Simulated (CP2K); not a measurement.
**CH2BCl (SMILES B[C]Cl) at PM6**

Aim: the vertical ionisation energy of CH2BCl at PM6, from 2 runs. 

The results are computed with CP2K 2026.2.

2 further runs of the same task are left out: 1 that didn't finish, 1 set aside as unsound or not needed.

## 1. Starting point

CH2BCl has 5 atoms, charge 0, and is taken as a triplet. SMILES: `B[C]Cl`. The shape is that of a GFN2-xTB optimisation.

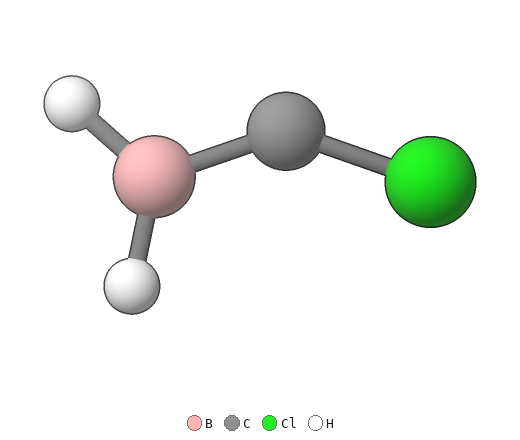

Viewed from a chosen angle; boron pink, carbon grey, chlorine green, hydrogen white.

## 2. Energy and gradient at PM6

Input file molecule.xyz:

```xyz
5

B      0.414180     0.139370    -0.472520
C     -0.487440     0.280880     0.684730
Cl    -1.470630    -0.583120     1.652980
H      0.575730    -0.915570    -0.969770
H      0.968160     1.078440    -0.895430
```

Input file gas.inp:

```
&GLOBAL
    PROJECT_NAME gas
    RUN_TYPE ENERGY_FORCE
    PRINT_LEVEL MEDIUM
&END
&FORCE_EVAL
    METHOD QUICKSTEP
    &DFT
        MULTIPLICITY 3
        SPIN_POLARIZED T
        &QS
            METHOD PM6
            EPS_DEFAULT 1.0E-10
            &SE
                &COULOMB
                    CUTOFF [angstrom] 50
                    RC_RANGE [angstrom] 0
                &END
                &EXCHANGE
                    CUTOFF [angstrom] 50
                    RC_RANGE [angstrom] 0
                &END
            &END
        &END
        &POISSON
            PERIODIC NONE
            POISSON_SOLVER ANALYTIC
        &END
        &SCF
            SCF_GUESS ATOMIC
            EPS_SCF 1.0E-06
            MAX_SCF 80
            ADDED_MOS 4
            &DIAGONALIZATION
                ALGORITHM STANDARD
            &END
            &MIXING
                METHOD DIRECT_P_MIXING
                ALPHA 0.4
            &END
        &END
        &PRINT
            &MOMENTS
                PERIODIC F
                REFERENCE COM
                MAX_MOMENT 1
            &END
            &MO ON
                ENERGIES T
                OCCUPATION_NUMBERS T
                NDIGITS 6
                &EACH
                    QS_SCF 0
                &END
                ADD_LAST NUMERIC
            &END
            &HIRSHFELD OFF
            &END
        &END
    &END
    &SUBSYS
        &CELL
            ABC 10.4 10 10.6
            PERIODIC NONE
        &END
        &TOPOLOGY
            COORD_FILE_NAME molecule.xyz
            COORD_FILE_FORMAT XYZ
            &CENTER_COORDINATES
            &END
        &END
    &END
    &PRINT
        &FORCES ON
        &END
    &END
&END
```

Run with:

```bash
$ OMP_NUM_THREADS=1 cp2k.psmp -i gas.inp -o gas.out
```

The log of the run:

```text
CP2K| version string:                                       CP2K version 2026.2
[...]
 GLOBAL| Method name                                                        CP2K
[...]
 GLOBAL| Run type                                                   ENERGY_FORCE
[...]
                             - Atoms:                                          5
[...]
                             - Spherical basis functions:                     19
[...]
 Number of electrons:                                                          9
[...]
     1 P_Mix/Diag. 0.40E+00    0.0     0.34823315       -13.9651621303 -1.40E+01
[...]
    17 DIIS/Diag.  0.20E-06    0.0     0.00000048       -16.7605423569 -1.84E-11
  *** SCF run converged in    17 steps ***
  Core-core repulsion energy [eV]:                            546.66547097351156
  Core Hamiltonian energy [eV]:                              -702.42525242742931
  Two-electron integral energy [eV]:                         -600.63554052584789
  Electronic energy [eV]:                                   -1002.74302269035331
  Total energy [eV]:                                         -456.07755171684170
  Atomic reference energy [eV]:                               459.21239370783860
  Heat of formation [kcal/mol]:                                72.29117940644646
[...]
 SE_DIPOLE| Moment [Debye]          0.10168031       0.73541337       0.08411533
 SE_DIPOLE| Derivative [a.u.]       0.00000000       0.00000000       0.00000000
 ENERGY| Total FORCE_EVAL ( QS ) energy [hartree]            -16.760542356870346
 FORCES| Atomic forces [hartree/bohr]
 FORCES|   Atom     x               y               z               |f|
 FORCES|      1  4.95769636E-03  3.48393635E-03 -5.13371523E-03   7.94176289E-03
 FORCES|      2 -1.52651343E-02 -1.91116875E-02  1.33553892E-02   2.78683932E-02
 FORCES|      3  9.45596674E-03  1.31011069E-02 -7.90029078E-03   1.79852413E-02
 FORCES|      4 -2.14571488E-03 -5.47371754E-03  1.11746695E-03   5.98451405E-03
 FORCES|      5  2.99718605E-03  8.00036174E-03 -1.43885008E-03   8.66367137E-03
 FORCES| Sum    -8.32667268E-17 -2.63677968E-16 -3.05311332E-16
 FORCES| Total atomic force                                       4.11915559E-16
[...]
```

It took 0.3 s on 1 thread of Arm Neoverse V1, shared host.

## 3. The doublet cation, same level

molecule.xyz is that of step 2.

Edit gas.inp of step 2 so:

```diff
@@ -1,3 +1,3 @@
 &GLOBAL
-    PROJECT_NAME gas
+    PROJECT gas
     RUN_TYPE ENERGY_FORCE
@@ -8,3 +8,4 @@
     &DFT
-        MULTIPLICITY 3
+        CHARGE 1
+        MULTIPLICITY 2
         SPIN_POLARIZED T
@@ -31,4 +32,4 @@
             EPS_SCF 1.0E-06
-            MAX_SCF 80
-            ADDED_MOS 4
+            MAX_SCF 150
+            ADDED_MOS 8
             &DIAGONALIZATION
@@ -61,2 +62,3 @@
     &SUBSYS
+        ! box in angstrom
         &CELL
```

Run with:

```bash
$ OMP_NUM_THREADS=1 cp2k.psmp -i gas.inp > gas.out 2>&1
```

The log of the run:

```text
CP2K| version string:                                       CP2K version 2026.2
[...]
 GLOBAL| Method name                                                        CP2K
[...]
 GLOBAL| Run type                                                   ENERGY_FORCE
[...]
                             - Atoms:                                          5
[...]
                             - Spherical basis functions:                     19
[...]
 Number of electrons:                                                          8
[...]
     1 P_Mix/Diag. 0.40E+00    0.0     0.33611727       -14.4345241106 -1.44E+01
[...]
    28 DIIS/Diag.  0.11E-06    0.0     0.00000072       -16.4315768132 -1.74E-12
  *** SCF run converged in    28 steps ***
  Core-core repulsion energy [eV]:                            546.66547097351156
  Core Hamiltonian energy [eV]:                              -666.60190338506357
  Two-electron integral energy [eV]:                         -654.37902324100196
  Electronic energy [eV]:                                    -993.79141500556443
  Total energy [eV]:                                         -447.12594403205293
  Atomic reference energy [eV]:                               459.21239370783860
  Heat of formation [kcal/mol]:                               278.72017294924308
[...]
 SE_DIPOLE| Moment [Debye]         -1.17124745      -0.30619687       1.36687280
 SE_DIPOLE| Derivative [a.u.]       0.00000000       0.00000000       0.00000000
 ENERGY| Total FORCE_EVAL ( QS ) energy [hartree]            -16.431576813185085
 FORCES| Atomic forces [hartree/bohr]
 FORCES|   Atom     x               y               z               |f|
 FORCES|      1  1.52877388E-02  3.14096333E-02 -1.01603127E-02   3.63801041E-02
 FORCES|      2 -5.19447616E-02 -8.22528236E-02  4.09536908E-02   1.05550888E-01
 FORCES|      3  3.73112617E-02  5.32738913E-02 -3.09789208E-02   7.20411776E-02
 FORCES|      4 -5.92268373E-03 -1.14279888E-02  4.22632872E-03   1.35476553E-02
 FORCES|      5  5.26844480E-03  8.99728777E-03 -4.04078600E-03   1.11819341E-02
 FORCES| Sum     2.77555756E-17  6.93889390E-17 -2.77555756E-17
 FORCES| Total atomic force                                       7.97218215E-17
[...]
```

Wall time 0.32 s (1 thread of Arm Neoverse V1, shared host).

## 4. What came out

Level: PM6.

```
                                                 quantity           value
                             triplet CH2BCl: total energy    -16.76054 Eh
                            triplet CH2BCl: dipole moment          0.75 D
       triplet CH2BCl: HOMO energy (highest over α and β)        -9.44 eV
        triplet CH2BCl: LUMO energy (lowest over α and β)        -1.48 eV
triplet CH2BCl: heat of formation at this unrelaxed shape   72.3 kcal/mol
                 triplet CH2BCl: largest force on an atom      1.433 eV/Å
                             doublet cation: total energy    -16.43158 Eh
       doublet cation: HOMO energy (highest over α and β)       -16.21 eV
        doublet cation: LUMO energy (lowest over α and β)        -8.35 eV
doublet cation: heat of formation at this unrelaxed shape  278.7 kcal/mol
                 doublet cation: largest force on an atom      5.428 eV/Å
       vertical ionisation energy (to the doublet cation)        8.952 eV
```

**Reading.** Removing an electron at fixed nuclei costs 8.95 eV (206 kcal/mol). The largest force (triplet CH2BCl) is 1.43 eV/Å: the shape isn't a stationary point for this species at this level.
